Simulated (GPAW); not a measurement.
# free-standing triangular Ti monolayer, spacing 3.069 A: parallel, opposed and spinless runs

Aim: find out whether free-standing triangular Ti monolayer, spacing 3.069 A carries moments, and which collinear order costs least.

Method: LDA; plane waves with GPAW's PAW setups, scalar-relativistic, in GPAW 26.7.0.

**1. Starting point**

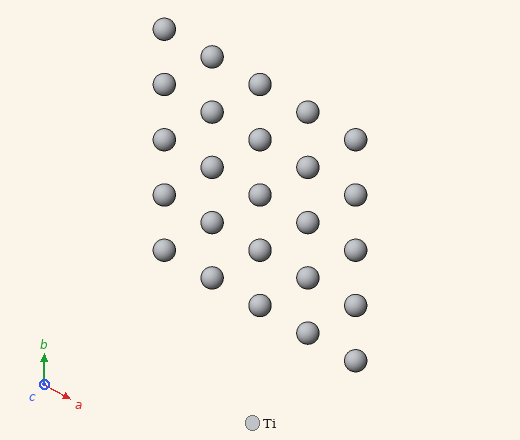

Start, viewed from above; titanium light grey. 4×4×1 cells are drawn. Some periodic images of atoms are drawn too.

The cell holds 1 atom: 1 Ti. Cell: a = 3.069 Å, b = 3.069 Å, c = 14.000 Å, α = 90.0°, β = 90.0°, γ = 120.0°. model lattice. Vacuum lies along c.

**2. Run 1 (ferro +)**

Parallel moments need no larger cell; this start tests for a ferromagnetic state only.

Input file order1.py:

```python
import json
import numpy as np
from ase import Atoms
from ase.parallel import paropen, parprint
from gpaw import GPAW

atoms = Atoms(['Ti'],
    cell=[[3.069, 0.0, 0.0],
         [-1.5345, 2.657832, 0.0],
         [0.0, 0.0, 14.0]],
    scaled_positions=[[0.0, 0.0, 0.5]],
    pbc=True,
    magmoms=[1.0])
atoms.calc = GPAW(mode={'name': 'pw', 'ecut': 550},
    xc='LDA',
    kpts={'size': (10, 10, 1), 'gamma': True},
    occupations={'name': 'fermi-dirac', 'width': 0.1},
    convergence={'density': 1e-05, 'energy': 1e-05},
    maxiter=200,
    symmetry={'tolerance': 1e-4},
    txt='order1.txt')
e = atoms.get_potential_energy(force_consistent=True)
res = {'free_energy': e, 'energy_sigma0': atoms.get_potential_energy(), 'fermi_energy': atoms.calc.get_fermi_level()}
res['moments'] = atoms.get_magnetic_moments().tolist()
res['total'] = atoms.get_magnetic_moment()
parprint('site moments (muB):', np.round(res['moments'], 3))
parprint(f"total moment: {res['total']:.3f} muB")
parprint(f'free energy: {e:.6f} eV')
atoms.calc.write('order1.gpw')
with paropen('results.json', 'w') as f:
    json.dump(res, f)
```

Started as:

```bash
$ OMP_NUM_THREADS=1 mpirun -n 2 gpaw python order1.py > order1.log
```

The log of the run:

```text
site moments (muB): [1.166]
total moment: 2.148 muB
free energy: -4.871971 eV

--- order1.txt ---
Input parameters:
  mode=PW(ecut=550),
  convergence={'density': 1e-05, 'energy': 1e-05},
  kpts=MonkhorstPack(size=(10, 10, 1), gamma=True),
  maxiter=200,
  occupations=Occupations(name='fermi-dirac', width=0.1),
  symmetry=Symmetry(tolerance=0.0001),
  xc=XC(name='LDA')

Diagonalizing LCAO Hamiltonian
Converting LCAO to pw mode

       Ti

Atoms  # Å, Bohr magnetons
|   | symbol |        x |        y |        z |    initial magnetic moments |
|---|--------|----------|----------|----------|-----------------------------|
| 0 |     Ti | 0.000000 | 0.000000 | 7.000000 | ( 0.0000,  0.0000,  1.0000) |

Unit cell  # Å
| periodic |         x |        y |         z |   lengths |     angles |
|----------|-----------|----------|-----------|-----------|------------|
|      yes |  3.069000 | 0.000000 |  0.000000 |  3.069000 |  90.000000 |
|      yes | -1.534500 | 2.657832 |  0.000000 |  3.069000 |  90.000000 |
|      yes |  0.000000 | 0.000000 | 14.000000 | 14.000000 | 120.000000 |

Number of symmetries: 24

BZ-sampling:
  Number of BZ points: 100
  Number of IBZ points: 14

  Monkhorst-Pack size: [10, 10, 1]
  Monkhorst-Pack shift: [0.05, 0.05, 0.0]

K-points  # in reciprocal-cell coordinates
|     |                                coordinates |     weight |
|-----|--------------------------------------------|------------|
|   0 | (  0.00000000,   0.00000000,   0.00000000) | 0.01000000 |
|   1 | (  0.10000000,   0.00000000,   0.00000000) | 0.06000000 |
|   2 | (  0.20000000,  -0.10000000,   0.00000000) | 0.06000000 |
|   3 | (  0.20000000,   0.00000000,   0.00000000) | 0.06000000 |
|   4 | (  0.30000000,  -0.10000000,   0.00000000) | 0.12000000 |
|   5 | (  0.30000000,   0.00000000,   0.00000000) | 0.06000000 |
|   6 | (  0.40000000,  -0.20000000,   0.00000000) | 0.06000000 |
|   7 | (  0.40000000,  -0.10000000,   0.00000000) | 0.12000000 |
|   8 | (  0.40000000,   0.00000000,   0.00000000) | 0.06000000 |
|   9 | (  0.40000000,   0.30000000,   0.00000000) | 0.06000000 |
| ... |                                            |            |
|  13 | (  0.50000000,   0.50000000,   0.00000000) | 0.03000000 |

Plane wave coefficients: 3366
Cutoff: 550.0 eV

Spin-components: 2 (collinear spins)
Bands:           12
Projectors:      6
Spin-degeneracy: 1
Datatype:        complex128

Parallelization:
  kpt:    2
  domain: 1
  band:   1

Density:
  Valence electrons: 12.0
  Components: 2
  Grid points: [18 18 80]
  Charge: 0.0  # |e|

Potential:
  Grid points: [18 18 80]

species:
  Ti:
    name:    Titanium
    Z:       22.0
    valence: 12
    core:    10
    charge:  0.0  # [|e|]
    compensation charges:
      type: gauss
      rc: 0.38  # [Å]
      lmax: 2
    cutoffs:
      filter: 2.23  # [Å]
      core: 1.02  # [Å]
    projectors
    | kind |    occ | energy [eV] | rcut [Å] |
    |------|--------|-------------|----------|
    |   3s |  2.000 |     -62.257 |    1.270 |
    |   4s |  2.000 |      -4.593 |    1.270 |
    |   3p |  6.000 |     -38.791 |    1.058 |
    |   4p |  0.000 |      -1.536 |    1.058 |
    |   3d |  2.000 |      -4.463 |    1.058 |
    |    d |        |      22.748 |    1.058 |

    Using partial waves for Ti as LCAO basis

Reference energy: -23173.949059  # eV

eigensolver:
  PPCG
  Converge bands: occupied
  niter=2

density mixing:
  MSR1-Mixer
  Pratt-step length: 0.05
  Maximum mixing coefficient: 0.75
  Old densities: 10
  SVD Regularization: 0.005
  Good broyden scale: 1.0
  Trust region scale: 1.0
  Backstep threshold: 4.0
  History deletion threshold: 6.0
  Fourier metric: weight=20.0, sigma=0.015

occupation numbers:
  Fermi-Dirac:
    width: 0.1000  # eV

poisson solver:
  ecut: 4400.0  # eV

xc functional:
  name: None

convergence criteria:
- Maximum integral of absolute [dens]ity change: 1e-05 electrons / valence electron
- Maximum [total energy] change in last 3 cyles: 1e-05 eV / valence electron
- Maximum integral of absolute [eigenst]ate change: 4e-08 eV^2 / valence electron
maximum number of iterations: 200

SCF iterations
|iter     |      energy | eigst |  dens |  magmom |
|---------|-------------|-------|-------|---------|
|iter:   1|       0s |   -5.087806 | -0.15 |       |  +1.0039|
|iter:   2|       0s |   -5.011671 | -2.24 | -0.92 |  +1.0142|
|iter:   3|       1s |   -4.770123 | -1.26 | -0.96 |  +1.2334|
|iter:   4|       2s |   -4.789176 | -2.04 | -1.42 |  +1.3851|
|iter:   5|       3s |   -4.790807 | -2.55 | -1.51 |  +1.4487|
|iter:   6|       3s |   -4.812788 | -3.28 | -1.60 |  +1.6970|
|iter:   7|       4s |   -4.830610 | -3.19 | -1.73 |  +2.0132|
|iter:   8|       5s |   -4.833175 | -3.94 | -1.99 |  +2.0596|
|iter:   9|       6s |   -4.834649 | -4.35 | -2.38 |  +2.2025|
|iter:  10|       7s |   -4.834373 | -4.81 | -2.43 |  +2.1257|
|iter:  11|       7s |   -4.834446 | -5.98 | -2.94 |  +2.1378|
|iter:  12|       8s |   -4.834517 | -6.54 | -3.25 |  +2.1463|
|iter:  13|       9s |   -4.834523c| -7.34 | -4.17 |  +2.1475|
|iter:  14|       9s |   -4.834523c| -7.75c| -5.04c|  +2.1475|

Converged in 14 steps
Energy contributions relative to reference atoms: (reference = -23173.949059)

Energy contributions:
  Kinetic:          -1.073021
  Coulomb:           1.238111
  Zero:             -0.090140
  External:          0.000000
  Xc:               -4.872026
  Entropy:          -0.074896
  Spinorbit:         0.000000
  ----------------------------
  Free energy:      -4.871971
  Extrapolated:     -4.834523

dipole moment: (-4.881445, -8.454911, 0.000000)  # |e|*Ang

Total magnetic moment: (0.000000, 0.000000, 2.147513)

Local magnetic moments
|        x |        y |        z |
|----------|----------|----------|
| 0.000000 | 0.000000 | 1.166317 |  # Ti   0

Fermi level: -2.108
Eigenvalues  # (at kpt = [0.000, 0.000, 0.000])
| band index |      eig [eV] | occ [0-1] |      eig [eV] | occ [0-1] |
|------------|---------------|-----------|---------------|-----------|
|          0 |       -59.339 |     1.000 |       -58.099 |     1.000 |
|          1 |       -36.160 |     1.000 |       -34.872 |     1.000 |
|          2 |       -35.602 |     1.000 |       -34.382 |     1.000 |
|          3 |       -35.602 |     1.000 |       -34.382 |     1.000 |
|          4 |        -6.482 |     1.000 |        -5.411 |     1.000 |
|          5 |        -2.859 |     0.999 |        -1.715 |     0.019 |
|          6 |        -2.276 |     0.843 |        -1.343 |     0.000 |
|          7 |        -1.858 |     0.076 |        -0.683 |     0.000 |
|          8 |        -1.858 |     0.076 |        -0.683 |     0.000 |
|          9 |        -0.907 |     0.000 |         0.415 |     0.000 |
|         10 |        -0.907 |     0.000 |         0.415 |     0.000 |
|         11 |         1.492 |     0.000 |         1.728 |     0.000 |

No gap
No difference between direct/indirect transitions
```

Wall time 13 s (2 MPI ranks of Arm Neoverse V2, shared host); peak memory 0.42 GiB.

Spin moment in the augmentation sphere by atom:

```
atom  spin moment in the augmentation sphere (μB)
 Ti1                                         1.17
```

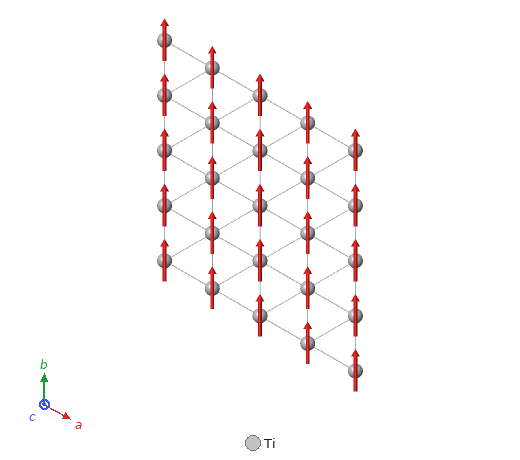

Spin moment in the augmentation sphere as arrows, the longest 1.17 μB. Up and down stand for the sign. Arrows give size and sign along the axis of quantisation, drawn up and down the page. 4×4×1 cells are drawn. Some periodic images of atoms are drawn too.

Numbers from this step:

```yaml
magnetization: 2.148 μB
final_state: ferromagnetic
```

After 14 cycles the largest moment stands at 1.17 μB.

**3. Start 2: antiferro q=(0,1/2,0) +-**

Reversing part of the moments tests the sign of the couplings between them.

This order needs a doubled cell of 2 atoms. Its mesh is chosen so that both cells sample the same points.

order2.py is the script of step 2 with these lines changed:

```diff
@@ -6,12 +6,13 @@
 
-atoms = Atoms(['Ti'],
+atoms = Atoms(['Ti', 'Ti'],
     cell=[[3.069, 0.0, 0.0],
-         [-1.5345, 2.657832, 0.0],
+         [-3.069, 5.315664, 0.0],
          [0.0, 0.0, 14.0]],
-    scaled_positions=[[0.0, 0.0, 0.5]],
+    scaled_positions=[[0.0, 0.0, 0.5],
+         [0.0, 0.5, 0.5]],
     pbc=True,
-    magmoms=[1.0])
+    magmoms=[1.0, -1.0])
 atoms.calc = GPAW(mode={'name': 'pw', 'ecut': 550},
     xc='LDA',
-    kpts={'size': (10, 10, 1), 'gamma': True},
+    kpts={'size': (10, 5, 1), 'gamma': True},
     occupations={'name': 'fermi-dirac', 'width': 0.1},
@@ -20,3 +21,3 @@
     symmetry={'tolerance': 1e-4},
-    txt='order1.txt')
+    txt='order2.txt')
 e = atoms.get_potential_energy(force_consistent=True)
@@ -28,3 +29,3 @@
 parprint(f'free energy: {e:.6f} eV')
-atoms.calc.write('order1.gpw')
+atoms.calc.write('order2.gpw')
 with paropen('results.json', 'w') as f:
```

Started as:

```bash
$ OMP_NUM_THREADS=1 mpirun -n 2 gpaw python order2.py > order2.log
```

The log of the run:

```text
site moments (muB): [ 0.732 -0.732]
total moment: -0.000 muB
free energy: -9.555377 eV

--- order2.txt ---
Input parameters:
  mode=PW(ecut=550),
  convergence={'density': 1e-05, 'energy': 1e-05},
  kpts=MonkhorstPack(size=(10, 5, 1), gamma=True),
  maxiter=200,
  occupations=Occupations(name='fermi-dirac', width=0.1),
  symmetry=Symmetry(tolerance=0.0001),
  xc=XC(name='LDA')

Diagonalizing LCAO Hamiltonian
Converting LCAO to pw mode

         Ti
           Ti

Atoms  # Å, Bohr magnetons
|   | symbol |         x |        y |        z |    initial magnetic moments |
|---|--------|-----------|----------|----------|-----------------------------|
| 0 |     Ti |  0.000000 | 0.000000 | 7.000000 | ( 0.0000,  0.0000,  1.0000) |
| 1 |     Ti | -1.534500 | 2.657832 | 7.000000 | ( 0.0000,  0.0000, -1.0000) |

Unit cell  # Å
| periodic |         x |        y |         z |   lengths |     angles |
|----------|-----------|----------|-----------|-----------|------------|
|      yes |  3.069000 | 0.000000 |  0.000000 |  3.069000 |  90.000000 |
|      yes | -3.069000 | 5.315664 |  0.000000 |  6.138000 |  90.000000 |
|      yes |  0.000000 | 0.000000 | 14.000000 | 14.000000 | 120.000000 |

Number of symmetries: 4

BZ-sampling:
  Number of BZ points: 50
  Number of IBZ points: 26

  Monkhorst-Pack size: [10, 5, 1]
  Monkhorst-Pack shift: [0.05, 0.0, 0.0]

Plane wave coefficients: 6722
Cutoff: 550.0 eV

Spin-components: 2 (collinear spins)
Bands:           19
Projectors:      12
Spin-degeneracy: 1
Datatype:        complex128

Parallelization:
  kpt:    2
  domain: 1
  band:   1

Density:
  Valence electrons: 24.0
  Components: 2
  Grid points: [18 35 80]
  Charge: 0.0  # |e|

Potential:
  Grid points: [18 35 80]

[... setups left out ...]
Reference energy: -46347.898119  # eV

eigensolver:
  PPCG
  Converge bands: occupied
  niter=2

density mixing:
  MSR1-Mixer
  Pratt-step length: 0.05
  Maximum mixing coefficient: 0.75
  Old densities: 10
  SVD Regularization: 0.005
  Good broyden scale: 1.0
  Trust region scale: 1.0
  Backstep threshold: 4.0
  History deletion threshold: 6.0
  Fourier metric: weight=20.0, sigma=0.015

occupation numbers:
  Fermi-Dirac:
    width: 0.1000  # eV

poisson solver:
  ecut: 4400.0  # eV

xc functional:
  name: None

convergence criteria:
- Maximum integral of absolute [dens]ity change: 1e-05 electrons / valence electron
- Maximum [total energy] change in last 3 cyles: 1e-05 eV / valence electron
- Maximum integral of absolute [eigenst]ate change: 4e-08 eV^2 / valence electron
maximum number of iterations: 200

SCF iterations
|iter     |      energy | eigst |  dens |  magmom |
|---------|-------------|-------|-------|---------|
|iter:   1|       0s |  -10.062681 | -0.16 |       |  +0.0000|
|iter:   2|       4s |   -9.907990 | -1.87 | -0.95 |  +0.0000|
|iter:   3|       8s |   -9.434247 | -1.04 | -1.00 |  +0.0001|
|iter:   4|      13s |   -9.404146 | -1.29 | -1.56 |  -0.0008|
|iter:   5|      17s |   -9.409747 | -2.20 | -1.76 |  +0.0044|
|iter:   6|      22s |   -9.402874 | -2.87 | -1.69 |  -0.0015|
|iter:   7|      26s |   -9.405087 | -3.48 | -1.96 |  +0.0006|
|iter:   8|      30s |   -9.406514 | -3.92 | -2.32 |  -0.0000|
|iter:   9|      35s |   -9.407152 | -4.56 | -2.74 |  -0.0001|
|iter:  10|      39s |   -9.407858 | -4.62 | -2.88 |  -0.0000|
|iter:  11|      44s |   -9.408728 | -4.35 | -2.99 |  +0.0000|
|iter:  12|      48s |   -9.409492 | -4.38 | -3.08 |  -0.0002|
|iter:  13|      53s |   -9.409552 | -5.16 | -3.13 |  -0.0001|
|iter:  14|      57s |   -9.409500c| -5.70 | -3.55 |  -0.0001|
|iter:  15|      61s |   -9.409517c| -6.28 | -4.02 |  -0.0001|
|iter:  16|      66s |   -9.409555c| -6.34 | -4.33 |  -0.0001|
|iter:  17|      70s |   -9.409545c| -7.13 | -4.85 |  -0.0001|
|iter:  18|      72s |   -9.409554c| -7.32 | -5.05c|  -0.0002|
|iter:  19|      75s |   -9.409554c| -7.72c| -5.58c|  -0.0002|

Converged in 19 steps
Energy contributions relative to reference atoms: (reference = -46347.898119)

Energy contributions:
  Kinetic:          -5.296129
  Coulomb:           5.164439
  Zero:             -0.184798
  External:          0.000000
  Xc:               -8.947245
  Entropy:          -0.291645
  Spinorbit:         0.000000
  ----------------------------
  Free energy:      -9.555377
  Extrapolated:     -9.409554

dipole moment: (-9.763083, -16.910158, 0.000001)  # |e|*Ang

Total magnetic moment: (0.000000, 0.000000, -0.000184)

Local magnetic moments
|        x |        y |         z |
|----------|----------|-----------|
| 0.000000 | 0.000000 |  0.731804 |  # Ti   0
| 0.000000 | 0.000000 | -0.731895 |  # Ti   1

Fermi level: -2.085
Eigenvalues  # (at kpt = [0.000, 0.000, 0.000])
| band index |      eig [eV] | occ [0-1] |      eig [eV] | occ [0-1] |
|------------|---------------|-----------|---------------|-----------|
|          0 |       -58.998 |     1.000 |       -58.998 |     1.000 |
|        ... |               |           |               |           |
|          4 |       -35.385 |     1.000 |       -35.385 |     1.000 |
|          5 |       -34.981 |     1.000 |       -34.981 |     1.000 |
|          6 |       -34.684 |     1.000 |       -34.684 |     1.000 |
|          7 |       -34.573 |     1.000 |       -34.573 |     1.000 |
|          8 |        -5.928 |     1.000 |        -5.928 |     1.000 |
|          9 |        -3.458 |     1.000 |        -3.458 |     1.000 |
|         10 |        -2.535 |     0.989 |        -2.535 |     0.989 |
|         11 |        -2.260 |     0.851 |        -2.260 |     0.851 |
|         12 |        -1.785 |     0.047 |        -1.785 |     0.047 |
|         13 |        -1.294 |     0.000 |        -1.294 |     0.000 |
|         14 |        -1.189 |     0.000 |        -1.189 |     0.000 |
|         15 |        -0.921 |     0.000 |        -0.922 |     0.000 |
|         16 |        -0.793 |     0.000 |        -0.793 |     0.000 |
|         17 |        -0.539 |     0.000 |        -0.539 |     0.000 |
|         18 |        -0.099 |     0.000 |        -0.099 |     0.000 |

No gap
No difference between direct/indirect transitions
```

Run time: 83 s. Hardware: 2 MPI ranks; peak memory 0.65 GiB.

Spin moment in the augmentation sphere by atom:

```
atom  spin moment in the augmentation sphere (μB)
 Ti1                                        0.732
 Ti2                                       -0.732
```

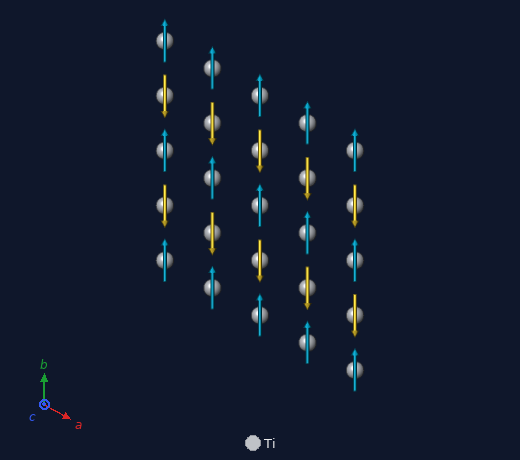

Spin moment in the augmentation sphere as arrows, the longest 0.732 μB. Up and down stand for the sign. Arrows give size and sign along the axis of quantisation, drawn up and down the page. The two directions have two colours. 4×2×1 cells are drawn. Some periodic images of atoms are drawn too.

Read from the output:

| Property | Result |
| --- | --- |
| magnetization | 0 μB |
| final state | antiferromagnetic |

It lies 94.3 meV a seeded atom over the first start, and its largest moment is 0.732 μB against 1.17 μB.

**4. Order 3, typed as no spin polarisation**

This run holds no moments, which gives a state to set the others against.

Input file nospin.py:

```python
import json
import numpy as np
from ase import Atoms
from ase.parallel import paropen, parprint
from gpaw import GPAW

atoms = Atoms(['Ti'],
    cell=[[3.069, 0.0, 0.0],
         [-1.5345, 2.657832, 0.0],
         [0.0, 0.0, 14.0]],
    scaled_positions=[[0.0, 0.0, 0.5]],
    pbc=True)
atoms.calc = GPAW(mode={'name': 'pw', 'ecut': 550},
    xc='LDA',
    kpts={'size': (10, 10, 1), 'gamma': True},
    occupations={'name': 'fermi-dirac', 'width': 0.1},
    convergence={'density': 1e-05, 'energy': 1e-05},
    maxiter=200,
    symmetry={'tolerance': 1e-4},
    txt='nospin.txt')
e = atoms.get_potential_energy(force_consistent=True)
res = {'free_energy': e, 'energy_sigma0': atoms.get_potential_energy(), 'fermi_energy': atoms.calc.get_fermi_level()}
parprint(f'free energy: {e:.6f} eV')
atoms.calc.write('nospin.gpw')
with paropen('results.json', 'w') as f:
    json.dump(res, f)
```

Started as:

```bash
$ OMP_NUM_THREADS=1 mpirun -n 2 gpaw python nospin.py > nospin.log
```

The log of the run:

```text
free energy: -4.767534 eV

--- nospin.txt ---
Input parameters:
  mode=PW(ecut=550),
  convergence={'density': 1e-05, 'energy': 1e-05},
  kpts=MonkhorstPack(size=(10, 10, 1), gamma=True),
  maxiter=200,
  occupations=Occupations(name='fermi-dirac', width=0.1),
  symmetry=Symmetry(tolerance=0.0001),
  xc=XC(name='LDA')

Diagonalizing LCAO Hamiltonian
Converting LCAO to pw mode

       Ti

Atoms  # Å, Bohr magnetons
[...]
|------------|---------------|-----------|
|          0 |       -58.748 |     2.000 |
|          1 |       -35.480 |     2.000 |
|          2 |       -35.049 |     2.000 |
|          3 |       -35.049 |     2.000 |
|          4 |        -5.938 |     2.000 |
[...]
|          8 |        -1.320 |     0.001 |
|          9 |        -0.237 |     0.000 |
|         10 |        -0.237 |     0.000 |
|         11 |         1.607 |     0.000 |

No gap
No difference between direct/indirect transitions

[key lines of the parts left out:]
Free energy:      -4.767534
Converged in 13 steps
dipole moment: (-4.885415, -8.461787, 0.000000)  # |e|*Ang
Fermi level: -2.102
```

It took 6.8 s on 2 MPI ranks; peak memory 0.36 GiB; 13 s of CPU time.

Read from the output:

```
final state : non-magnetic (no spin polarisation)
```

It lies 104 meV a seeded atom over the first start.

(Continued in part 2 of 2.)

[Logs and program files are shortened in this print: banners, set-up blocks, solver, clock and traceback lines can be left out without a mark of their own.]

[Logs are printed without paths, hosts, clocks, repeated set-up lines and the standing remarks that a program may print on its own settings, such as how far it seeks lower states.]

[Hosts, paths, dates, database ids (printed as entryN), source tags and the programs' standing remarks are cut or masked in the printed files.]

[Where a cell is said to come from a database of computed structures, the database is the Materials Project.]
